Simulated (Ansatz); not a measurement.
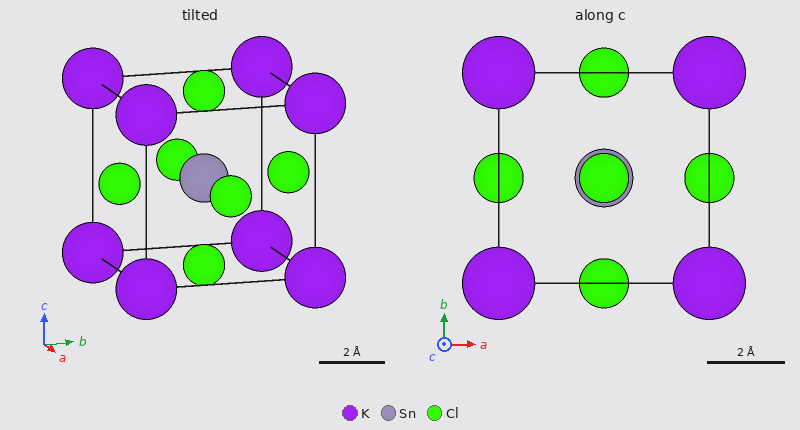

Structure drawing (spheres-only), viewed slightly off an axis and along the c axis. The frame is the unit cell; atoms at its boundary are shown with their periodic copies.

KSnCl3, a = 5.512 Å, b = 5.512 Å, c = 5.549 Å, α = 90.00°, β = 90.00°, γ = 90.00°. Strictly the space group is P4/mmm (No. 123, within 0.01 Å). It is a distorted form of a primitive cubic structure, space group Pm-3m (No. 221) within 0.25 Å: cubic perovskite. The model was built from a structure type filled with these elements by a generator (whether the compound takes this form wasn't checked). The cell was then strained or its atoms displaced on purpose. A calculation with Ansatz used it as input.

This one geometry was computed with Ansatz (DFT, plane waves, PAW) at three levels of theory: r2SCAN, PBE and HSE06. It was relaxed with r2SCAN and then strained.

How does the band gap change with the level of theory?

Answer. PBE: a gap of 0.71 eV, direct; r2SCAN: a gap of 0.87 eV, direct; HSE06: a gap of 1.20 eV, direct.

Collect the results in a table.

Answer.
| level | cutoff (eV) | k-mesh of the run's cell | gap (eV) | pressure (GPa) |
| --- | --- | --- | --- | --- |
| r2SCAN | 500 | 6×6×6 | 0.87 | 0.1 |
| PBE | 420 | 6×6×6 | 0.71 | 0.8 |
| HSE06 | 420 | 4×4×4 | 1.20 | 0.6 |

Gaps are taken on the k-mesh or band path of each run.
